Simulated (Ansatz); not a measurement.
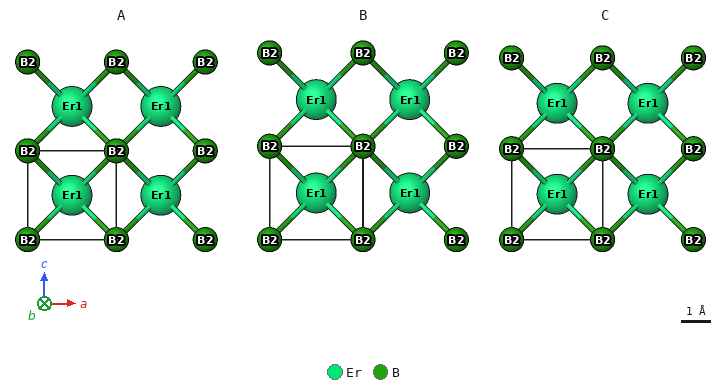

3 geometries from one relaxation of solid ErB (a generated structure, set up in Pm-3m) (coarse preliminary run), in shuffled order. Style: ball-and-stick. Shown: the cell of the calculation, repeated 2 × 1 × 2 with one cell outlined, along the b axis.

All numbers below come from Ansatz 0.2.0, DFT PBE, scalar-relativistic, plane waves, PAW; 4f electrons in the core of a trivalent norm-conserving potential. Set-up: plane-wave cutoff 770 eV; k-point mesh 6 × 6 × 6; occupations gaussian; smearing width 0.1 eV; no spin polarisation; cell and atoms relaxed; force threshold 0.04 eV/Å; at most 70 steps.

Order the frames from highest to lowest energy.

B, A, C. They are steps 0, 1, 4, at +59.5 meV per cell of the calculation, +51.4 meV per cell of the calculation relative to the last. Over 3 accepted moves (4 points after the start) the energy falls by 59.5 meV per cell of the calculation. All forces vanish by symmetry, so only the cell relaxes. The pressure goes from −6.70 to −0.03 GPa. At 1 point the geometry stayed and the basis and grid were re-selected for the new cell (energy shift of less than 0.05 meV per cell of the calculation at most each time). The atoms keep their places relative to the cell (all moves are under 0.005 Å). The volume changes by −7.7 %, with a = b = c 3.253 → 3.168 Å (−2.6 %). Among the contacts that change: Er1–Er1 3.253 → 3.168 Å, Er1–B2 2.817 → 2.744 Å. The space group stays Pm-3m (No. 221). Cost: 5 s on 1 thread of Arm Neoverse V2 (shared host), peak memory 0.28 GiB.
